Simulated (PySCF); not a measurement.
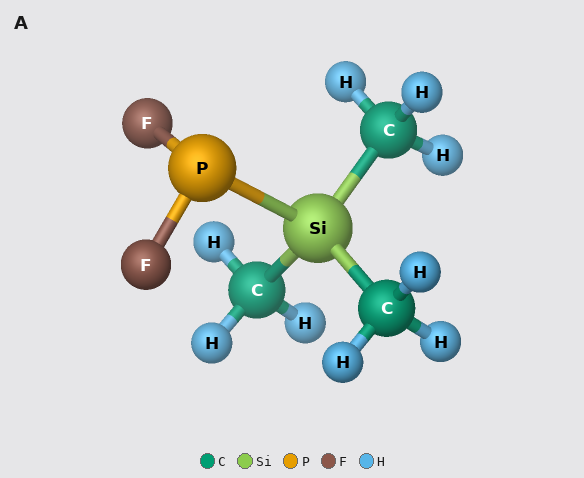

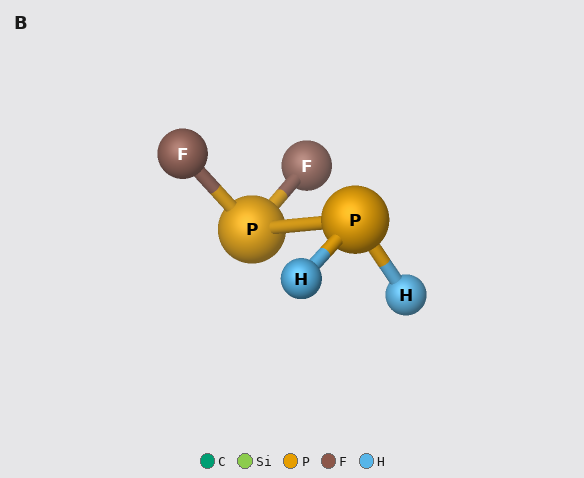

Two related species, optimised with PBE0-D3(BJ)/def2-SVP; properties computed with PySCF 2.14.0. Both: charge 0, singlet.

Question. What are A and B?

Answer. A is C3H9F2PSi (C[Si](C)(C)P(F)F), B is F2H2P2 (FP(F)P).

Compare them. With PBE0/pcSseg-1: dipole moment (D), HOMO–LUMO gap (eV), HOMO energy (Kohn–Sham orbital) (eV). With CAM-B3LYP/def2-SVPD: lowest vertical singlet excitation (eV), mean static polarisability (bohr³).

| quantity | A | B |
| --- | --- | --- |
| dipole moment (D) | 2.88 | 2.21 |
| HOMO–LUMO gap (eV) | 6.23 | 6.67 |
| HOMO energy (Kohn–Sham orbital) (eV) | −6.75 | −7.40 |
| lowest vertical singlet excitation (eV) | 4.56 | 5.22 |
| mean static polarisability (bohr³) | 89.2 | 55.1 |

Each is one conformer, and no frequency run is at hand to confirm it as a minimum.
